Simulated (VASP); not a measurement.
Band structure of CuZn (CsCl type). Level of theory: MS2 meta-GGA, VASP's PBE PAW potentials (set 64) (plane waves; VASP).

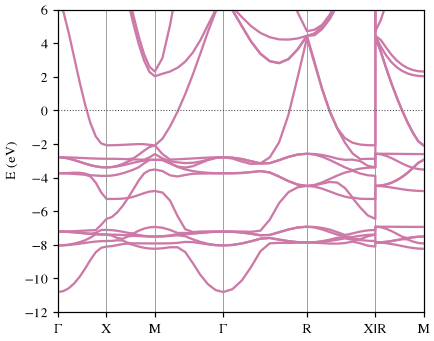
*Bands along high-symmetry lines, zero at the valence-band maximum or, without a gap, the Fermi level*

Read the plot: is there a gap, and where are the band edges?

It has no gap at this level: it comes out as a metal or semimetal.

The compound is CuZn in the CsCl type structure. It was relaxed first. The electron count is odd and the run is not spin-polarised, which forces a metal.
